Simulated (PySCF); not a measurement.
# CsCl: what the fields show

| atom | x (Å) | y (Å) | z (Å) |
| --- | --- | --- | --- |
| Cs | 0.0000 | 0.0000 | -0.6087 |
| Cl | 0.0000 | 0.0000 | 2.3133 |

Core potentials replace the inner electrons of Cs.

Level of theory: PBE0/def2-TZVPP, non-relativistic Hamiltonian with scalar-relativistic core potentials where named, at a bond length of 2.922 Å in PySCF 2.14.0.

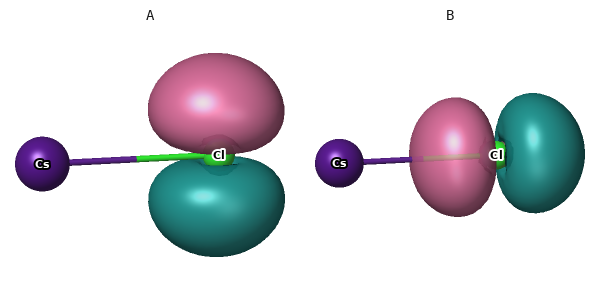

Figure 1. Two frontier orbitals, each drawn at the value that holds 80 % of its norm (teal and pink are the two phases), in no order; of a degenerate pair one member is drawn.

Q: Label each orbital by symmetry, say whether it is occupied, and order them by energy.

A: Orbital B: σ, occupied, −6.06 eV; mainly on Cl (90 %).
Orbital A: π, occupied, −5.98 eV; mainly on Cl (95 %).

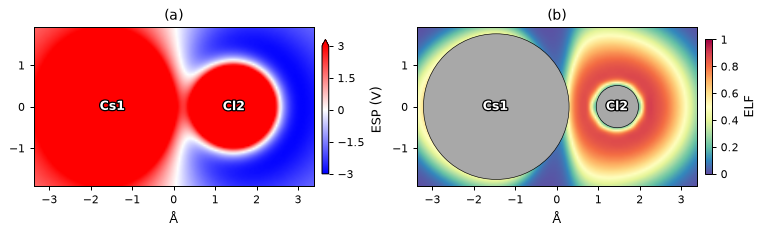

Figure 2. (a) electrostatic potential; (b) ELF on a plane that holds the molecular axis. Grey discs cover the atomic cores in the ELF map.

Q: What do the fields say about this system?

A: The plane passes through Cs and Cl nuclei. Cs–Cl (2.92 Å): the ELF peaks at about 0.85 in the valence shell of Cl, 0.9 Å from its nucleus, and drops to about 0.15 between the two atoms: a closed-shell, largely ionic contact. Outside the dense part of the molecule the potential is most negative (−3.0 V) near Cl2.

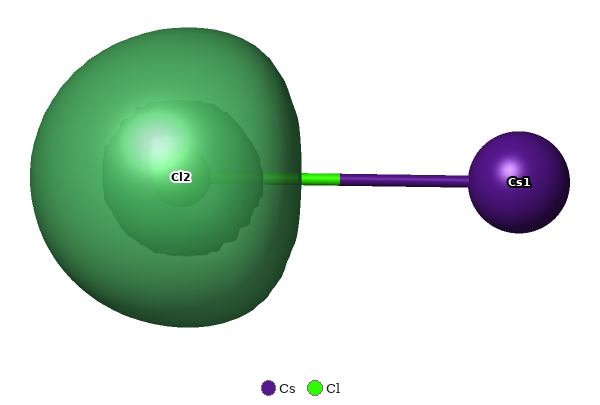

Figure 3. Isosurface of the ELF at 0.75 (green), seen from one side. Only the valence region is drawn (cores and ρ < 0.01 e/Å³ removed).

Q: What do the ELF domains correspond to?

A: The surface consists of one region wrapped around Cl (its valence shell).
